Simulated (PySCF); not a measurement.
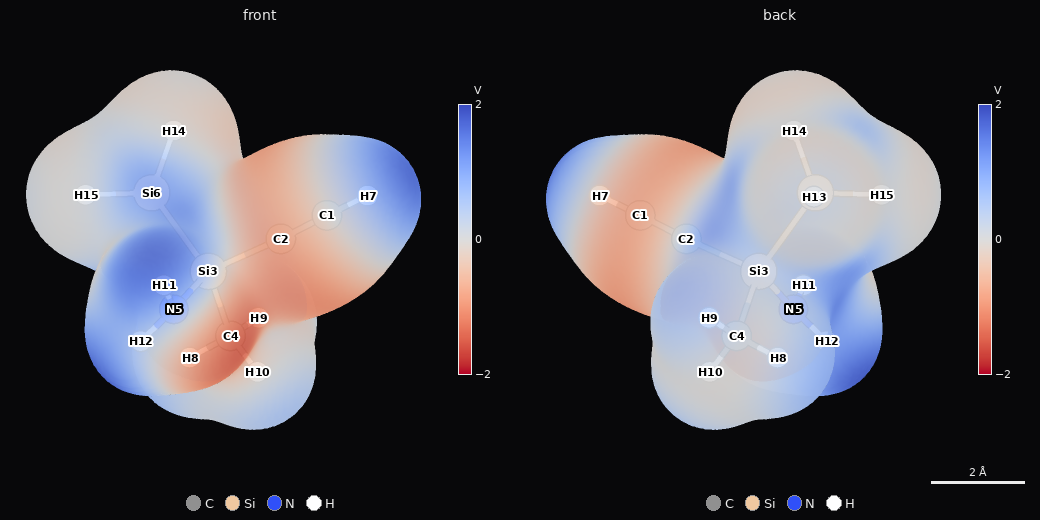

C3H9NSi2. The molecular electrostatic potential painted on the density surface at 0.002 e/bohr³, seen from the front and from behind; the colour scale runs from red (negative) to blue (positive).

Geometry: GFN2-xTB.

Theory: wB97X-D/def2-SVPD, SCF density, gas phase (PySCF).

Input file:

```
{"job": {"kind": "uv", "xc": "wB97X-D", "basis": "def2-SVPD", "nstates": 8, "ntriplets": 3}, "charge": 0, "multiplicity": 1}
C      2.291828    -0.881922    -1.760759
C      1.444358    -0.428074    -1.038949
Si     0.069493     0.217644     0.036867
C      0.506318    -0.142961     1.855412
N      0.211866     1.939218    -0.121379
Si    -1.950109    -0.748030    -0.591253
H      3.046892    -1.268228    -2.384581
H     -0.250914     0.248968     2.529260
H      0.580212    -1.211788     2.031583
H      1.456926     0.303420     2.129599
H      0.157393     2.357390    -1.035553
H     -0.230974     2.536203     0.557595
H     -2.439770    -1.732883     0.380419
H     -1.875383    -1.430711    -1.886373
H     -3.022551     0.249744    -0.723800
```

Launched as:

```sh
OMP_NUM_THREADS=1 python probes_run.py task.json out
```

Describe the electrostatic potential map.

The most negative region (about −1.4 V) lies over N5, the most positive (about +1.7 V) over H7, H11 and H12. N5 is the likeliest acceptor of a hydrogen bond.

What dipole moment does the calculation give?

Its dipole moment is 0.81 D.
